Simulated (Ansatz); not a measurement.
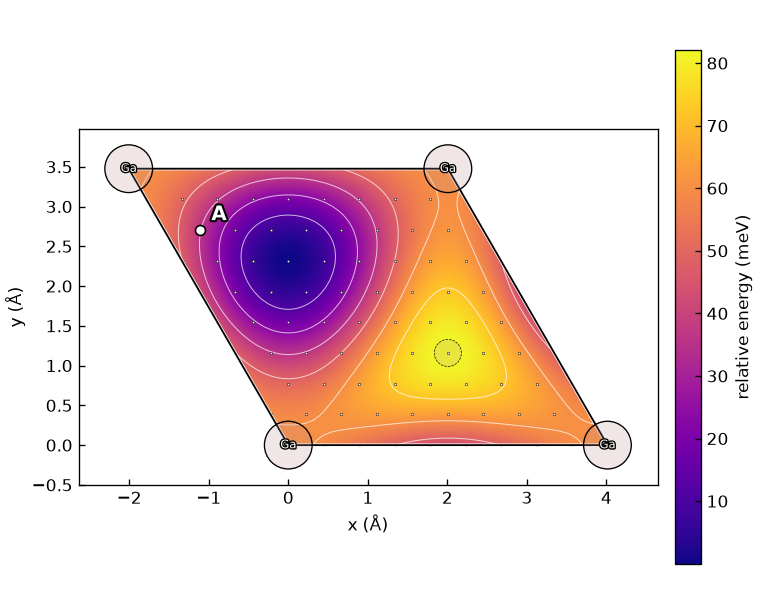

N₂ on a GaAs(111) slab cut from the F-43m phase, its upper half relaxed before the scan (16 atoms of substrate and one adsorbate in a 2 × 2 cell). N2 is moved over the surface cell at a fixed height above a rigid substrate; the origin of the map has the adsorbate above Ga13; the height is held at 2.90 Å. Places are given modulo a cell vector. The map is drawn in real space over the plane of the surface. The scan uses a 9 × 9 grid; 19 points were computed and 62 follow by symmetry. Places are given in fractions of the 1 × 1 surface cell. Energies: meV, counted from the lowest grid point. At a fixed height the lowest place need not be the adsorption site. Theory: Ansatz 0.2.0, DFT PBE+D3(BJ), scalar-relativistic, plane waves, PAW. Settings: cutoff 420 eV, k-mesh 6×6×1, gaussian smearing 0.05 eV, no spin polarisation.

The picture shows a smooth colour map with a few white contour lines, dots at the grid points, labelled circles for the atoms of the top layer and small ones for the second layer, the outline of one cell of the plane, the point A. Between grid points the surface is interpolated.

Q: Is A at rest? If not, where is it pushed?

A: A, at (1/9, 7/9) of the cell vectors, is not a stationary point. The computed force is 0.045 eV/Å in the plane, pointing right in the picture (components 0.044 and −0.009 eV/Å).
